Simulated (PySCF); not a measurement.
# C8H11F: the cost of one run

Computed with PySCF 2.14.0 and routines of our own; the level stands in each step. Atoms count from 0.

### 1 The system as given

20 atoms, charge 0, multiplicity 1; geometry from: GFN2-xTB.

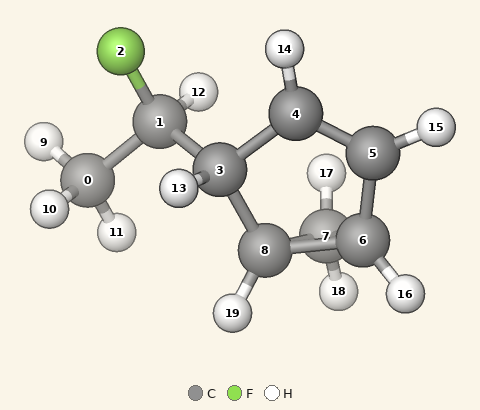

The starting geometry (carbon grey, fluorine green, hydrogen white).

### 2 Magnetic properties: GIAO B3LYP/pcSseg-1

The job: settings as JSON, then the geometry in Å.

```
{"job": {"kind": "mag", "xc": "B3LYP", "basis": "pcSseg-1", "isotopologues": 0}, "charge": 0, "multiplicity": 1}
C      2.309172    -0.416534    -0.783576
C      1.147707    -1.049629    -0.034406
F      1.654908    -1.976889     0.862677
C      0.315927    -0.026852     0.749322
C     -0.901326    -0.638656     1.397882
C     -2.017883     0.007338     1.091514
C     -1.758527     1.116844     0.145539
C     -1.230717     0.675132    -1.194088
C     -0.272377     1.078711    -0.114705
H      2.914228    -1.192534    -1.246530
H      2.934371     0.148913    -0.096178
H      1.930078     0.247011    -1.554472
H      0.511658    -1.626101    -0.718224
H      0.971573     0.397896     1.519666
H     -0.811004    -1.504709     2.029353
H     -3.005446    -0.221288     1.452291
H     -2.330197     2.029515     0.219764
H     -1.321899    -0.367639    -1.455740
H     -1.351580     1.349041    -2.029392
H      0.306185     1.981108    -0.243734
```

Level: GIAO B3LYP/pcSseg-1 magnetisability, rotational g tensor and spin-rotation constants, non-relativistic, gas phase.

Run with:

```
> OMP_NUM_THREADS=1 python excited_run.py task.json out
```

The driver reads the jobs from task.json and runs them one after another.

**Question.** How long does this first job take on 1 thread of Arm Neoverse N1, shared host, and how much memory does it need?

About 95 s, with a peak of 1 GiB.
